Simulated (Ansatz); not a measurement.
# HF/3-21G run of GaH2OF (SMILES [OH][GaH][F])

What is the electronic atomisation energy of GaH2OF at HF/3-21G? 

Program for the calculation: Ansatz 0.2.0.

61 further runs of the same task are left out: 61 set aside as unsound or not needed.

## 1. The system as given

GaH2OF: 5 atoms, total charge 0, spin state singlet. As SMILES, `[OH][GaH][F]`. Geometry: relaxed at PBE0-D4/def2-TZVP. This is one conformer, not always the lowest.

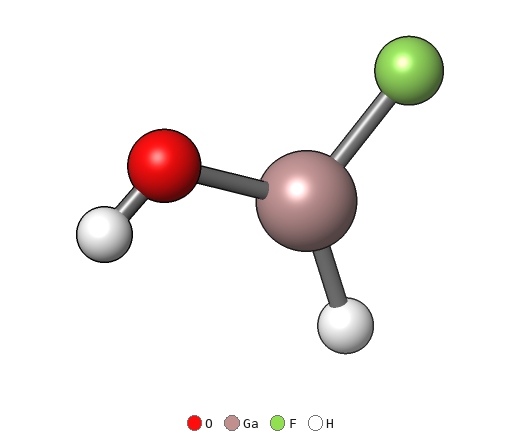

Viewed from a chosen angle; oxygen red, gallium pink, fluorine green, hydrogen white.

## 2. A single-point energy at HF/3-21G

input.yaml

```yaml
crystal:
  periodic: [false, false, false]
  atoms:
    - {symbol: O, position_ang: [-1.130400, -0.588700, -0.283800]}
    - {symbol: Ga, position_ang: [0.383700, 0.280500, 0.015600]}
    - {symbol: F, position_ang: [0.438300, 1.777800, -0.881200]}
    - {symbol: H, position_ang: [-1.210600, -1.420700, 0.187200]}
    - {symbol: H, position_ang: [1.569000, -0.122600, 0.920900]}
basis:
  gaussian:
    orbitals: 3-21G-spherical.json
total_charge: 0
hamiltonian:
  xc: hf
accuracy: high
output: {orbitals: {seedname: orbitals}}
```

The basis set 3-21G is read from a file made from the Basis Set Exchange's data (not shown).

The run is started by

```sh
$ ansatz run input.yaml --threads 1 --pin off --max-ram 3480MiB --events-out events.jsonl --progress --plain --runs-dir runs
```

Standard output:

```text
Warning: RAYON_NUM_THREADS=1 ignored (pool sized by the plan → 1); use --threads N
Functional definition: HF
  name "HF"
  exchange = exact_x
  correlation = 0
758 factors; integrals over basis functions are off by at most 3.9e-9 eV
mean field evaluation 1: about -56825.4627 eV, gradient 4.4e1 eV
mean field evaluation 2: about -56825.5974 eV, gradient 4.5e1 eV
mean field evaluation 4: about -56829.2409 eV, gradient 1.9e0 eV
mean field evaluation 8: about -56829.2773 eV, gradient 2.3e-1 eV
mean field evaluation 16: about -56829.2776 eV, gradient 2.4e-8 eV
mean field -56829.27756741 eV, -2088.4374303345 hartree, gradient 4.1e-8 eV, S^2 0.000000; 0 other end points of the search recorded, 0 dependent functions left out
reference -56829.27756741 eV, -2088.4374303345 hartree; 25, 25 occupied and 19, 19 virtual orbitals, 758 factors
Total energy: -56829.27756741 eV, -2088.4374303345 hartree
```

Run time: 0.26 s. Hardware: 1 thread of Intel Xeon 6975P-C (Granite Rapids), shared host.

## 3. The F atom, same level

in.yaml

```yaml
crystal:
  periodic: [false, false, false]
  atoms:
    - {symbol: F, position_ang: [0.000000, 0.000000, 0.000000]}
basis:
  gaussian: {orbitals: 3-21G.json}
magnetization: {spin_polarized: true, initial_magnetization: 1}
hamiltonian: {xc: hf}
accuracy: high
```

The basis set 3-21G is read from a file made from the Basis Set Exchange's data (not shown).

Run the same way, it converges to -98.84501 Eh (log not shown).

## 4. The Ga atom at the same level

in.yaml

```yaml
crystal:
  periodic: [false, false, false]
  atoms:
    - {symbol: Ga, position_ang: [0.000000, 0.000000, 0.000000]}
basis:
  gaussian:
    orbitals: 3-21G-spherical.json
total_charge: 0
hamiltonian:
  xc: hf
magnetization:
  spin_polarized: true
  initial_magnetization: 1
accuracy: high
```

The basis set 3-21G is read from a file made from the Basis Set Exchange's data (not shown).

Run the same way, it converges to -1913.79018 Eh (log not shown).

## 5. The H atom, same level

run.yaml

```yaml
crystal:
  periodic: [false, false, false]
  atoms:
    - {symbol: H, position_ang: [0.000000, 0.000000, 0.000000]}
basis:
  gaussian: {orbitals: 3-21G.json}
magnetization: {spin_polarized: true, initial_magnetization: 1}
hamiltonian: {xc: hf}
accuracy: high
```

The basis set 3-21G is read from a file made from the Basis Set Exchange's data (not shown).

The run is started by

```sh
$ ansatz run run.yaml --threads 1 --pin off --max-ram 3480MiB --events-out events.jsonl --progress --plain --runs-dir runs
```

Standard output:

```text
Warning: RAYON_NUM_THREADS=1 ignored (pool sized by the plan → 1); use --threads N
[... 4 set-up lines as earlier in the session ...]
3 factors; integrals over basis functions are off by at most 5.6e-10 eV
mean field evaluation 1: about -13.4868 eV, gradient 1.3e0 eV
mean field evaluation 2: about -13.4868 eV, gradient 1.3e0 eV
mean field evaluation 4: about -13.5023 eV, gradient 2.1e-5 eV
mean field evaluation 8: about -13.5023 eV, gradient 1.0e-12 eV
mean field -13.50225274 eV, -0.4961986360 hartree, gradient 4.5e-8 eV, S^2 0.750000; 0 other end points of the search recorded, 0 dependent functions left out
reference -13.50225274 eV, -0.4961986360 hartree; 1, 0 occupied and 1, 2 virtual orbitals, 3 factors
Total energy: -13.50225274 eV, -0.4961986360 hartree
```

Wall time 0.04 s (1 thread of Intel Xeon 6975P-C (Granite Rapids), shared host).

## 6. The O atom at the same level

molecule.yaml

```yaml
basis:
  gaussian:
    orbitals: 3-21G.json
crystal:
  periodic: [false, false, false]
  atoms:
    - {symbol: O, position_ang: [0.000000, 0.000000, 0.000000]}
accuracy: high
magnetization:
  spin_polarized: true
  initial_magnetization: 2
hamiltonian:
  xc: hf
```

The basis set 3-21G is read from a file made from the Basis Set Exchange's data (not shown).

The run is started by

```sh
$ ansatz run molecule.yaml --threads 1 --pin off --max-ram 3480MiB --events-out events.jsonl --progress --plain --runs-dir runs
```

Standard output:

```text
Warning: RAYON_NUM_THREADS=1 ignored (pool sized by the plan → 1); use --threads N
[... 4 set-up lines as earlier in the session ...]
42 factors; integrals over basis functions are off by at most 2.9e-9 eV
mean field evaluation 1: about -2024.2447 eV, gradient 5.2e0 eV
mean field evaluation 2: about -2024.2456 eV, gradient 5.2e0 eV
mean field evaluation 4: about -2024.3533 eV, gradient 4.5e-1 eV
mean field evaluation 8: about -2024.3545 eV, gradient 8.4e-7 eV
mean field evaluation 16: about -2024.3543 eV, gradient 2.2e-1 eV
mean field -2024.35454065 eV, -74.3936572123 hartree, gradient 1.5e-8 eV, S^2 2.001100; 0 other end points of the search recorded, 0 dependent functions left out
reference -2024.35454065 eV, -74.3936572123 hartree; 5, 3 occupied and 4, 6 virtual orbitals, 42 factors
Total energy: -2024.35454065 eV, -74.3936572123 hartree
```

Run time: 0.04 s. Hardware: 1 thread of Intel Xeon 6975P-C (Granite Rapids), shared host.

## 7. Outcome

At HF/3-21G:

```
                     quantity           value
       molecule: total energy  -2088.43743 Eh
        molecule: HOMO energy       -12.54 eV
        molecule: LUMO energy         1.99 eV
      molecule: HOMO–LUMO gap        14.52 eV
         F atom: total energy    -98.84501 Eh
                 F atom: ⟨S²⟩           0.750
        Ga atom: total energy  -1913.79018 Eh
                Ga atom: ⟨S²⟩           0.750
         H atom: total energy     -0.49620 Eh
                 H atom: ⟨S²⟩           0.750
         O atom: total energy    -74.39366 Eh
                 O atom: ⟨S²⟩           2.001
electronic atomisation energy       11.325 eV
```

What this shows: Taking the molecule apart into free atoms costs 11.32 eV (1093 kJ/mol), before zero-point energy and without spin-orbit coupling. Hartree–Fock lacks the correlation of the bonding pairs, which as a rule makes this value much too low; in minimal bases other errors can mask that. The basis has no polarisation functions, which makes bonds too weak.
